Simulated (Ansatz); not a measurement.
# Pressure series in GeF4

Start from GeF₄ (space group I-43m, No. 217).

```xyz
5
Lattice="-2.8144 2.8144 2.8144 2.8144 -2.8144 2.8144 2.8144 2.8144 -2.8144" Properties=species:S:1:pos:R:3 pbc="T T T"
Ge     0.0000     0.0000     0.0000
F      1.8327    -1.8327     1.8327
F      0.9816     0.9816     0.9816
F     -1.8327     1.8327     1.8327
F      1.8327     1.8327    -1.8327
```

Cell and atoms are relaxed at each pressure.

All numbers come from DFT with PBEsol, PAW potentials and a 420 eV plane-wave cutoff in Ansatz (a first-principles code), no spin-orbit coupling, earlier PAW set.

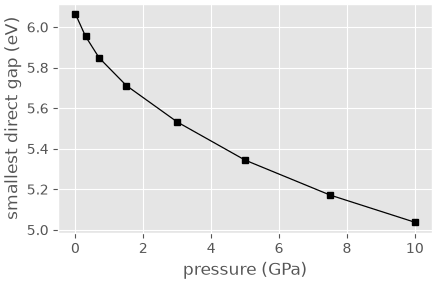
Smallest direct gap against pressure

Question: From the plot, what is the smallest direct gap for pressure 1.5 GPa?

Answer: About 5.71 eV.

Question: Is the trend monotonic over the range shown?

Answer: Yes, it falls throughout, spanning 5.04 eV to 6.06 eV.

Load acts through the strain it causes; cell and atoms are relaxed under it. Stability against distortions was not tested. Competing high-pressure phases were not computed.
